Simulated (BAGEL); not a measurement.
**HBr (hydrogen bromide) at FCI/STO-3G (density fitting with cc-pvqz-jkfit)**

Aim: the vertical ionisation energy of HBr (hydrogen bromide) at FCI/STO-3G (density fitting with cc-pvqz-jkfit), from 2 runs. 

Program for the calculation: BAGEL 1.2.2.

15 further runs of the same task are left out: 2 that didn't finish, 13 set aside as unsound or not needed.

## Step 1: The molecule

The species is HBr (2 atoms), meant as a singlet with charge 0. As SMILES, `Br`. The shape is that of a PBE0-D4/def2-TZVP optimisation.

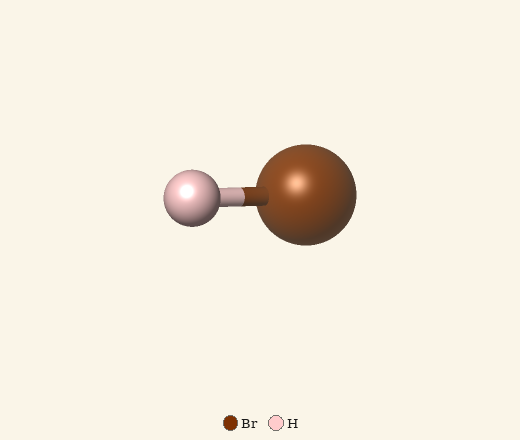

Viewed from a chosen angle; bromine brown, hydrogen pink.

## Step 2: The energy at FCI/STO-3G (density fitting with cc-pvqz-jkfit)

fci.json reads:

```json
{ "bagel": [

{
  "title": "molecule",
  "basis": "sto-3g",
  "df_basis": "cc-pvqz-jkfit",
  "angstrom": true,
  "geometry": [
    { "atom": "Br", "xyz": [   -0.603220,    0.217960,   -0.305050 ] },
    { "atom": "H", "xyz": [    0.603220,   -0.217960,    0.305050 ] }
  ]
},
{ "title": "hf", "charge": 0 },
{ "title": "fci", "nstate": 1, "charge": 0, "ncore": 9 }

]}
```

Started as:

```bash
$ BAGEL_NUM_THREADS=1 BAGEL fci.json > fci.out
```

Output:

```text
* using 1 threads per process

  ===============================================================
  ===============================================================

  *** Geometry ***

  { "atom" : "Br", "xyz" : [     -1.139921,      0.411885,     -0.576461 ] },
  { "atom" : "H", "xyz" : [      1.139921,     -0.411885,      0.576461 ] },

  Number of auxiliary basis functions:      269

  Since a DF basis is specified, we compute 2- and 3-index integrals:
    o Being stored without compression. Storage requirement is 0.001 GB

  Number of basis functions:       19
  Number of electrons      :       36

    * METHOD: MOLECULE                             0.04

  *** RHF ***

  === Nuclear Repulsion ===
    13.0387500075

      * DIIS with orbital gradients will be used.

  === RHF iteration (sto-3g) ===
      0      -2545.19961569          0.01043491           0.01
      1      -2545.22191487          0.00084890           0.01
      2      -2545.22204163          0.00002297           0.01
      3      -2545.22204169          0.00000253           0.01
      4      -2545.22204169          0.00000010           0.01
      5      -2545.22204169          0.00000001           0.01
    * SCF iteration converged.

    * Permanent dipole moment:
           (   -0.432732,     0.156358,    -0.218834) a.u.

    * METHOD: HF                                   0.08

  ---------------------------
        FCI calculation
  ---------------------------

  Performs exactly the same way as Knowles & Handy 1984 CPL

  o alpha-beta strings
      length:            20
  o size of the space
      determinant space:  100
      spin-adapted space: 55

  o single displacement lists (alpha)
      length:           180
  o single displacement lists (beta)
      length:           180

     guess   0:   closed 111111111.           open ..........

  === FCI iteration ===

      0  0     -2545.22204169     1.60e-02      0.00
      1  0     -2545.24177259     2.95e-03      0.00
      2  0     -2545.24234025     3.65e-04      0.00
      3  0     -2545.24235001     5.05e-05      0.00
      4  0     -2545.24235026     2.91e-06      0.00
      5  0     -2545.24235026     2.75e-07      0.00
      6  0     -2545.24235026     1.07e-08      0.00
      7  0     -2545.24235026     1.06e-09      0.00
      8  0 *   -2545.24235026     3.34e-11      0.00

     * ci vector, state   0, <S^2> = 0.0000
       222222222.    -0.9916124900
       222222.222     0.1129826270

    * METHOD: FCI                                  0.01

  ===============================================================
```

Wall time 0.37 s (1 thread of Arm Neoverse V2, shared host); peak memory 0.14 GiB.

## Step 3: The doublet cation at the same level

input.json reads:

```json
{ "bagel": [

{
  "title": "molecule",
  "basis": "sto-3g",
  "df_basis": "cc-pvqz-jkfit",
  "angstrom": "true",
  "geometry": [
    { "atom": "Br", "xyz": [   -0.603220,    0.217960,   -0.305050 ] },
    { "atom": "H", "xyz": [    0.603220,   -0.217960,    0.305050 ] }
  ]
},
{
  "title": "hf",
  "charge": 2
},
{
  "title": "fci",
  "nstate": 1,
  "charge": 1,
  "ncore": 9,
  "nspin": 1
}

]}
```

Started as:

```bash
$ BAGEL_NUM_THREADS=1 BAGEL input.json > input.out
```

Output:

```text
* using 1 threads per process

  ===============================================================
  ===============================================================

  *** Geometry ***

  { "atom" : "Br", "xyz" : [     -1.139921,      0.411885,     -0.576461 ] },
  { "atom" : "H", "xyz" : [      1.139921,     -0.411885,      0.576461 ] },

  Number of auxiliary basis functions:      269

  Since a DF basis is specified, we compute 2- and 3-index integrals:
    o Being stored without compression. Storage requirement is 0.001 GB

  Number of basis functions:       19
  Number of electrons      :       36

    * METHOD: MOLECULE                             0.04

  *** RHF ***

  === Nuclear Repulsion ===
    13.0387500075

      * DIIS with orbital gradients will be used.

  === RHF iteration (sto-3g) ===
      0      -2544.07774740          0.00577479           0.00
      1      -2544.08212049          0.00098412           0.00
      2      -2544.08226896          0.00005130           0.01
      3      -2544.08226950          0.00000155           0.01
      4      -2544.08226950          0.00000007           0.01
      5      -2544.08226950          0.00000001           0.00
    * SCF iteration converged.

    * Permanent dipole moment:
           (   -0.954871,     0.345021,    -0.482881) a.u.

    * METHOD: HF                                   0.08

  ---------------------------
        FCI calculation
  ---------------------------

  Performs exactly the same way as Knowles & Handy 1984 CPL

  o alpha-beta strings
      length:            55
  o size of the space
      determinant space:  450
      spin-adapted space: 330

  o single displacement lists (alpha)
      length:           180
  o single displacement lists (beta)
      length:          1080

     guess   0:   closed 11111111..           open ........1.

  === FCI iteration ===

      0  0     -2544.88931317     7.97e-03      0.00
      1  0     -2544.91689332     1.30e-03      0.00
      2  0     -2544.91763351     2.65e-04      0.00
      3  0     -2544.91765522     3.18e-05      0.00
      4  0     -2544.91765566     3.86e-06      0.00
      5  0     -2544.91765566     3.54e-07      0.00
      6  0     -2544.91765566     3.72e-08      0.00
      7  0     -2544.91765566     3.27e-09      0.00
      8  0     -2544.91765566     4.13e-10      0.00
      9  0 *   -2544.91765566     2.07e-11      0.00

     * ci vector, state   0, <S^2> = 0.7500
       22222222a.    -0.9843527654
       222222.2a2    -0.0956968846
       222222a2ab     0.0942727428
       222222b2aa    -0.0741120175
       22222a22ab    -0.0509626676

    * METHOD: FCI                                  0.01

  ===============================================================
```

It took 0.36 s on 1 thread of Arm Neoverse V2, shared host; peak memory 0.14 GiB.

## Step 4: Summary of results

Level: FCI/STO-3G (density fitting with cc-pvqz-jkfit), 9 core orbitals frozen.

| quantity | value |
| --- | --- |
| singlet HBr: total energy | -2545.24235 Eh |
| doublet cation: total energy | -2544.91766 Eh |
| vertical ionisation energy (to the doublet cation) | 8.835 eV |

Removing an electron at fixed nuclei costs 8.84 eV (852 kJ/mol). In a minimal basis such a difference can be off by several eV, whatever the method.
